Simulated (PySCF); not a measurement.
SMILES F[Si](F)(F)CCB(C)C, GFN2-xTB optimised geometry. Atoms within 1.6 Å of the plane z = 0.0 Å (x, y, z in Å): C5 (-0.14, 1.94, -0.40), C6 (-0.90, 0.66, 0.00), B7 (-0.08, -0.70, 0.00), C8 (1.49, -0.70, 0.00), C9 (-0.88, -2.05, 0.01), H10 (0.71, 2.07, 0.27), H11 (-0.79, 2.81, -0.23), H12 (-1.79, 0.57, -0.63), H13 (-1.29, 0.80, 1.01), H14 (1.87, -0.28, -0.93), H15 (1.90, -0.06, 0.79), H16 (1.93, -1.68, 0.11), H17 (-1.93, -1.95, 0.28), H18 (-0.85, -2.47, -1.00), H19 (-0.43, -2.81, 0.65).

Method: PySCF with B3LYP/def2-SVP. Cells within 0.4 Å of a nucleus heavier than hydrogen are left out (blank, or x).

Map of the log10 of the electron density (e/bohr³), floored at −4 on the plane z = 0.0 Å:

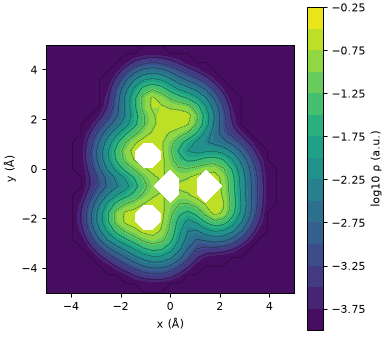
*Log10 of the electron density (e/bohr³), floored at −4 on the plane z = 0.0 Å.*
